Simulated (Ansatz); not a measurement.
**Hypothetical diamond Ti: pressure series**

Start from Ti in the diamond structure (space group Fd-3m, No. 227; a hypothetical phase, not in the database extracts checked).

```cif
data_Ti8
_chemical_formula_sum 'Ti8'
_space_group_name_H-M_alt 'Fd-3m :1'
_space_group_IT_number 227
_space_group_name_Hall 'F 4d 2 3 -1d'
_cell_length_a 5.51898
_cell_length_b 5.51898
_cell_length_c 5.51898
_cell_angle_alpha 90.000
_cell_angle_beta 90.000
_cell_angle_gamma 90.000
loop_
_atom_site_label
_atom_site_type_symbol
_atom_site_symmetry_multiplicity
_atom_site_Wyckoff_symbol
_atom_site_fract_x
_atom_site_fract_y
_atom_site_fract_z
_atom_site_occupancy
Ti1 Ti 8 b 0.50000 0.50000 0.50000 1
```
(The calculation used a cell of 2 atoms; values per cell refer to that cell.)

Cell and atoms are relaxed at each pressure.

Method: PBEsol/PAW in Ansatz (an electronic-structure program), no spin-orbit coupling.

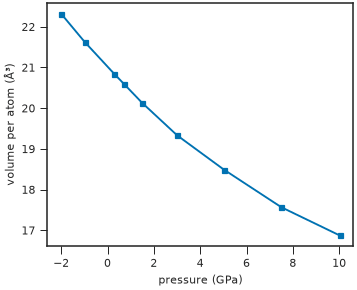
Volume against pressure

**Question.** Estimate the zero-pressure bulk modulus from the plot.

**Answer.** About 33 GPa; a third-order Birch–Murnaghan fit to the points gives V₀ = 20.97 Å³/atom, B₀ = 33 GPa and B₀′ = 3.0.

Load acts through the strain it causes; cell and atoms are relaxed under it. No phonon test of stability was made. Competing high-pressure phases were not computed. All final runs are without spin polarisation. Ti has a high density of states at the Fermi level and may be magnetic at this level.
